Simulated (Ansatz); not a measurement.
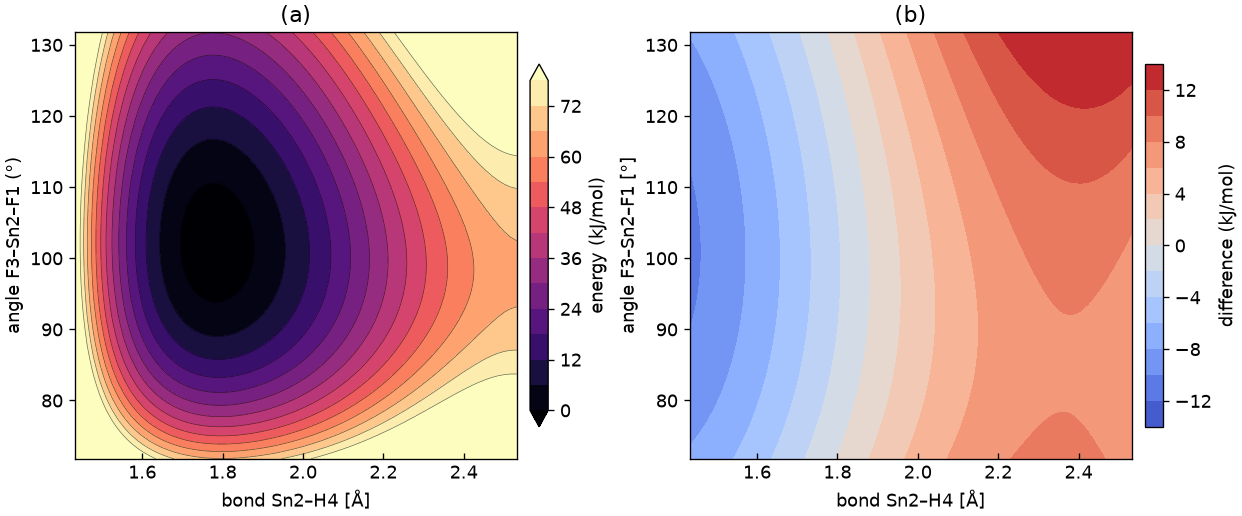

F2HSn, SMILES [F][SnH][F], spin multiplicity 2. Two internal coordinates are moved rigidly from the geometry relaxed at PBE0-D4/def2-TZVP, all others fixed. First axis: bond Sn2–H4. Second axis: angle F3–Sn2–F1. The scan uses a 5 × 5 grid. Energies: kJ/mol, counted from each map's own lowest point. Level of theory: UKS PBE-D4/def2-TZVPP (Ansatz).

Panel (a): UKS PBE-D4/def2-TZVPP (Ansatz 0.2.0). Panel (b): the map at UKS PBE0-D4/def2-TZVPP (Ansatz) less the map of (a), each from its own lowest point.

How does the change of method alter the landscape?

Answer. The difference runs from −10 kJ/mol at bond Sn2–H4 = 1.432 Å, angle F3–Sn2–F1 = 101.8° to 14 kJ/mol at bond Sn2–H4 = 2.532 Å, angle F3–Sn2–F1 = 131.8°. The interpolated minimum moves from 1.7704 to 1.7445 Å in bond Sn2–H4 and 101.42 to 101.36° in angle F3–Sn2–F1.
